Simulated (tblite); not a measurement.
# C5H14FNSi2: the cost of one run

Programs: tblite 0.8.0 and PySCF 2.14.0, with density-fitted response routines of our own. Each step states its level of theory. These are calculated values for one molecule in the gas phase, unless marked as measured. Atoms are numbered from 0 throughout.

## Step 1: The starting structure

23 atoms, charge 0, multiplicity 1; geometry from: force field or distance geometry start.

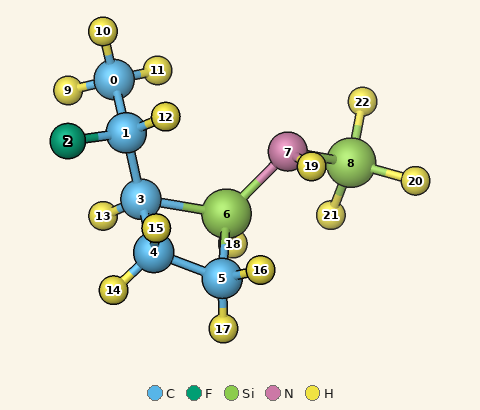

As it starts; carbon blue, fluorine teal, silicon green, nitrogen pink, hydrogen yellow, atoms numbered.

## Step 2: Relaxing the molecule with GFN2-xTB

Job settings and geometry (Å):

```
{"job": {"kind": "relax", "xc": "GFN2-xTB", "basis": "xTB"}, "charge": 0, "multiplicity": 1}
C     -2.337700     1.407000    -0.107500
C     -1.921700     0.081000     0.462800
F     -3.058400    -0.686900     0.610300
C     -1.025700    -0.675600    -0.473500
C     -0.608400    -2.024100     0.151000
C      0.895900    -1.955700     0.130900
Si     0.755000    -0.202500    -0.518000
N      1.327700     1.004300     0.655800
Si     2.809400     1.725600    -0.073200
H     -2.969700     1.265800    -1.011700
H     -3.011000     1.915300     0.636600
H     -1.497400     2.066700    -0.266400
H     -1.477400     0.204500     1.496400
H     -1.438500    -0.806900    -1.484400
H     -1.037300    -2.834200    -0.464800
H     -0.949900    -2.073400     1.217200
H      1.368300    -1.992700     1.139500
H      1.385700    -2.594900    -0.612300
H      1.362600    -0.057900    -1.837200
H      1.689500     0.444800     1.491400
H      3.996200     1.467100     0.740700
H      3.025800     1.164300    -1.393600
H      2.712200     3.185300    -0.206800
```

On the command line:

```console
> OMP_NUM_THREADS=1 python probes_run.py task.json out
```

The driver reads the jobs from task.json and runs them one after another.

**Question.** How long does this first job take on 1 thread of Arm Neoverse N1, shared host?

About 2.4 s.
